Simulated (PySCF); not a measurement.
# Al₂NH₂F₅: NMR shielding calculation

The run: NMR shielding calculation of Al₂NH₂F₅. Method and program: GIAO PBE0/pcSseg-1 NMR shielding, non-relativistic, gas phase (PySCF 2.14.0).

The geometry comes from this level: PBE0-D3(BJ)/def2-SVP. Figures and captions count atoms from 1; the log counts them from 0 in places.

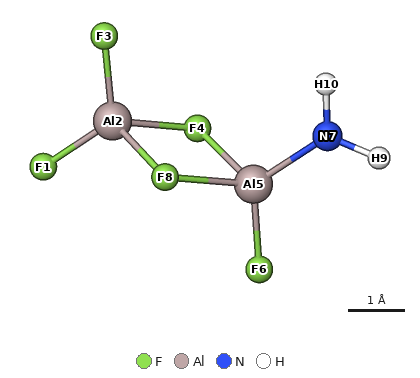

Fig. 1: The structure as given in the input (ball-and-stick view, seen at a tilt; atoms are numbered from 1 in the order of the input). Sticks mark near contacts. Bond lengths as drawn: Al–F 1.65 to 1.84 Å, Al–N 1.75 Å and H–N 1.01 Å.

Input:
```
{"job": {"kind": "nmr", "xc": "PBE0", "basis": "pcSseg-1"}, "charge": 0, "multiplicity": 1}
F      2.573594     0.431659     2.037720
Al     1.348429    -0.432836     1.360223
F      1.015617    -1.994907     1.763652
F      1.267701    -0.244364    -0.427800
Al    -0.313300     0.688170    -0.583079
F      0.053848     2.257027    -0.957200
N     -1.615543    -0.220525    -1.314979
F     -0.182926     0.505095     1.246378
H     -2.239613     0.165012    -2.013405
H     -1.866145    -1.179949    -1.109906
```

The first line tells a small driver script what to run in PySCF; the rest is the geometry in Å.

Command:
```bash
OMP_NUM_THREADS=1 python <driver script> task.json out
```

The program's output:
```
coarse grid: 10984 points
cycle   1  E = -1039.3916260112  dE =  5.090e-01  |g| = 1.200e+00  |ddm| = 3.076e+00
cycle   2  E = -1039.1474243048  dE =  2.442e-01  |g| = 1.778e+00  |ddm| = 1.650e+00
cycle   3  E = -1039.6218206854  dE = -4.744e-01  |g| = 1.033e-01  |ddm| = 1.015e+00
cycle   4  E = -1039.6230832838  dE = -1.263e-03  |g| = 4.632e-02  |ddm| = 6.884e-02
cycle   5  E = -1039.6233800239  dE = -2.967e-04  |g| = 4.521e-03  |ddm| = 2.148e-02
cycle   6  E = -1039.6233828042  dE = -2.780e-06  |g| = 1.678e-03  |ddm| = 3.230e-03
final grid: 103536 points
cycle   7  E = -1039.6918610376  dE = -3.900e-05  |g| = 7.436e-03  |ddm| = 1.266e-02
cycle   8  E = -1039.6918491308  dE =  1.191e-05  |g| = 1.081e-02  |ddm| = 9.894e-03
cycle   9  E = -1039.6918718381  dE = -2.271e-05  |g| = 3.742e-04  |ddm| = 5.914e-03
cycle  10  E = -1039.6918718493  dE = -1.114e-08  |g| = 2.200e-04  |ddm| = 2.764e-04
cycle  11  E = -1039.6918718558  dE = -6.533e-09  |g| = 4.599e-05  |ddm| = 1.250e-04
cycle  12  E = -1039.6918718561  dE = -3.015e-10  |g| = 8.596e-06  |ddm| = 2.846e-05
```

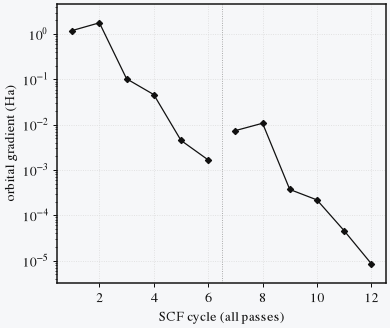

Fig. 2: Convergence of the self-consistent field: orbital gradient against the SCF cycle. The dotted line marks the change from a coarse to the final integration grid. The first 6 cycles use a coarse grid, the final grid takes over at cycle 7, and the field converges after 12 cycles in all.

```
converged SCF energy = -1039.6918718561

GIAO shielding tensors (ppm)
atom      isotropic    diamagn.    paramagn.     s11        s22        s33       span
  0 F      389.663     467.149     -77.486    340.933    356.464    471.592    130.659
  1 Al     526.586     792.214    -265.628    464.555    512.733    602.470    137.915
  2 F      388.254     468.436     -80.181    341.476    357.731    465.556    124.080
  3 F      364.755     473.730    -108.975    333.047    362.825    398.391     65.344
  4 Al     495.197     793.543    -298.346    433.019    452.245    600.328    167.309
  5 F      384.229     468.398     -84.169    339.483    348.922    464.281    124.798
  6 N      272.685     317.736     -45.050    239.593    287.371    291.093     51.500
  7 F      364.638     473.728    -109.090    332.921    362.718    398.276     65.355
  8 H       31.050      28.879       2.171     23.370     25.954     43.826     20.455
  9 H       31.140      30.967       0.173     23.156     27.315     42.950     19.795
```

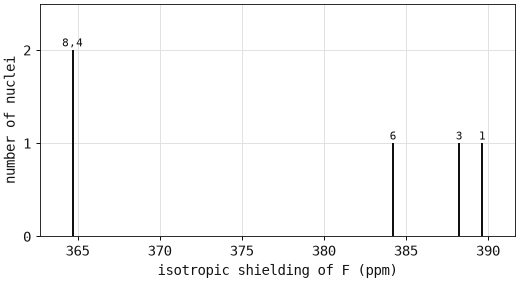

Fig. 3: Isotropic shieldings of the fluorine nuclei in this fixed geometry, labelled by atom number; shielding grows to the right, so chemical shift grows to the left. The least shielded is F8 (364.6 ppm), the most shielded F1 (389.7 ppm).

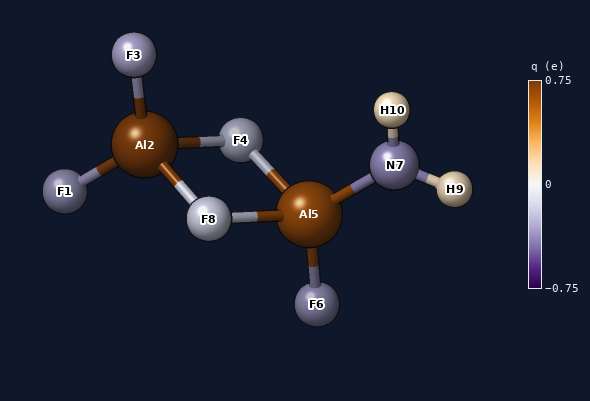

Fig. 4: Hirshfeld charges, as the colour of each atom (ball-and-stick view, seen at a tilt; atoms are numbered from 1 in the order of the input). By element: F −0.30 to −0.16, Al +0.64 to +0.71, N −0.39 and H +0.12 e.

Key numbers:

| quantity | value |
| --- | --- |
| outcome | converged |
| total energy | −1039.691872 hartree |
| HOMO | −8.06 eV |
| LUMO | −0.89 eV |
| dipole moment | 2.97 D |
| isotropic shielding, F | 364.6 to 389.7 ppm |
| isotropic shielding, Al | 495.2 to 526.6 ppm |
| isotropic shielding, N | 272.7 ppm |
| isotropic shielding, H | 31.0 to 31.1 ppm |
| hardware | 1 CPU thread, shared host |
| wall time | 14 s |
| peak memory | 0.88 GiB |
